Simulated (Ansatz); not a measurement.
## Electronic structure of F3GeH (GeHF3) in real space

Input

```
crystal:
  periodic: [false, false, false]
  atoms:
    - {symbol: Ge, position_ang: [0.000585, -0.000977, 0.086460]}
    - {symbol: H, position_ang: [0.011110, -0.018094, 1.602593]}
    - {symbol: F, position_ang: [1.574802, 0.010843, -0.573731]}
    - {symbol: F, position_ang: [-0.796949, 1.371128, -0.542295]}
    - {symbol: F, position_ang: [-0.789549, -1.362889, -0.573018]}
basis:
  gaussian: {orbitals: def2-TZVP, initial_orbitals: start.molden}
hamiltonian: {xc: pbe0, dispersion: d4}
scf: {omitted_lower_state_checks: [starts]}
output: {orbitals: {seedname: orbitals}}
```

Launched as:

```sh
ansatz run in.yaml --threads 2 --pin off --events-out ev --progress --plain --max-ram 32768MiB --backend cpu
```

Geometry: PBE0-D4/def2-TZVP.

Theory: RKS PBE0-D4/def2-TZVP in Ansatz 0.2.0.

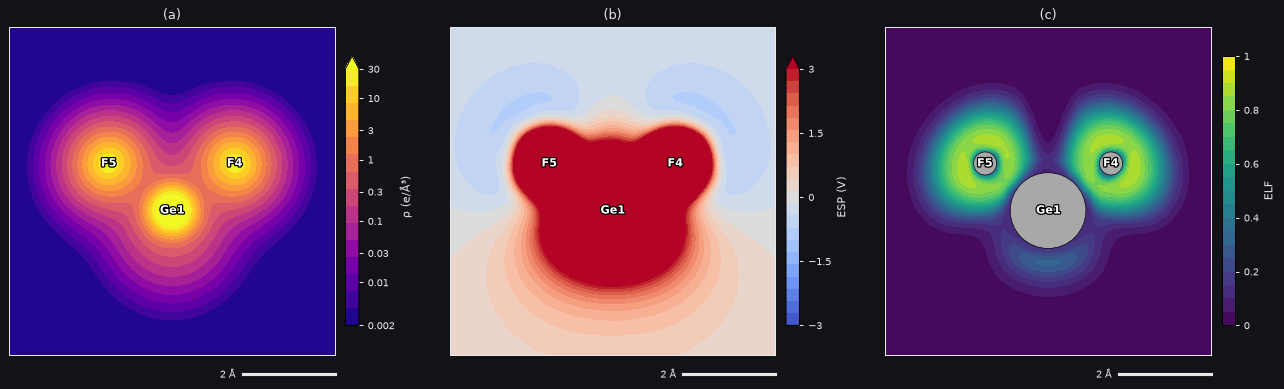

Figure 1. (a) total electron density; (b) molecular electrostatic potential; (c) electron localisation function on the plane of atoms F4, Ge1 and F5. Grey discs cover the atomic cores in the ELF map.

Read the bonding off the picture.

Answer. Atoms in the plane: Ge and F.
Ge–F (1.71 Å): the density is about 1.1 e/Å³ at the midpoint; the ELF peaks at about 0.80 in the valence shell of F, 0.5 Å from its nucleus, and is about 0.25 at the midpoint.
The ELF also peaks beside F5 and F4, away from the bonds: lone-pair regions.
Outside the dense part of the molecule the potential is most negative (−0.8 V) near F4 and F5.

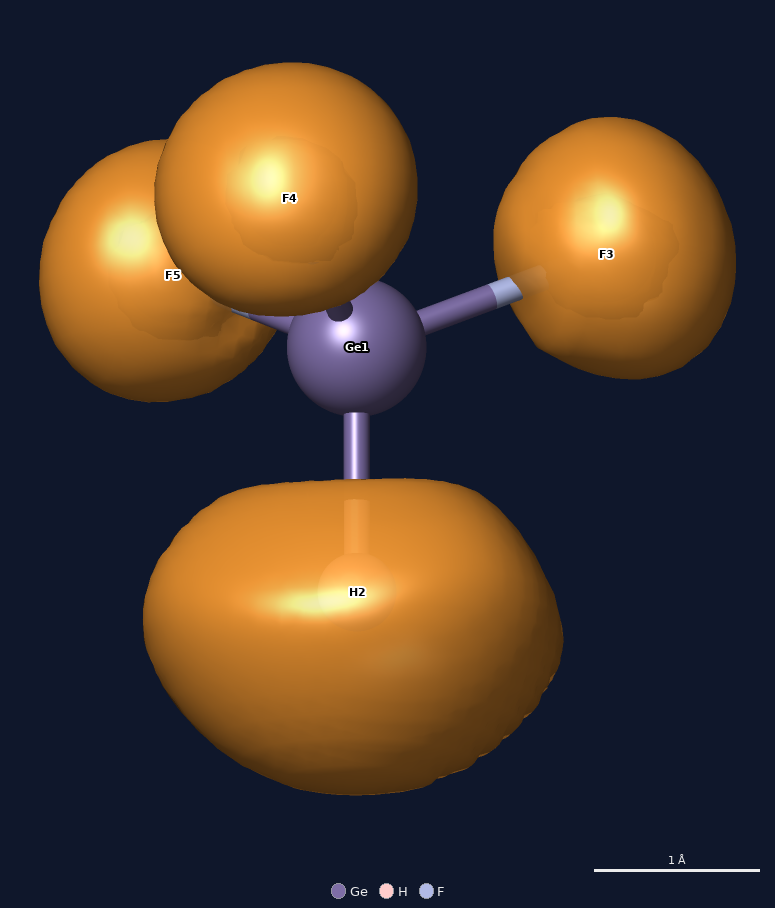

Figure 2. Isosurface of the electron localisation function at 0.75 (orange), seen from one side. Core shells and regions of very low density are left out.

Identify the bonds, lone pairs and shells in this picture.

Answer. At this value the surface marks out one region around a hydrogen nucleus and three regions wrapped around F (the valence shell of each). Along the contacts the grid gives the following. Ge–H (1.52 Å): the ELF climbs to about 1 towards the hydrogen.

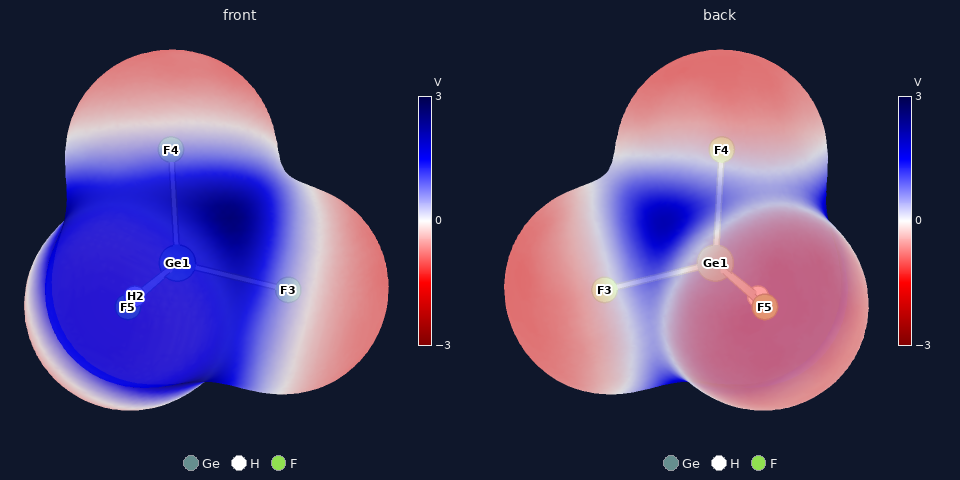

Figure 3. The electrostatic potential painted on the density surface at 0.002 e/bohr³, seen from the front and from behind; red is negative and blue positive.

Where is the surface potential most negative and most positive?

Answer. The most negative region (about −0.8 V, or −18 kcal/mol for a unit charge) lies over F3, F4 and F5, the most positive (about +2.6 V, or +60 kcal/mol for a unit charge) over Ge1.
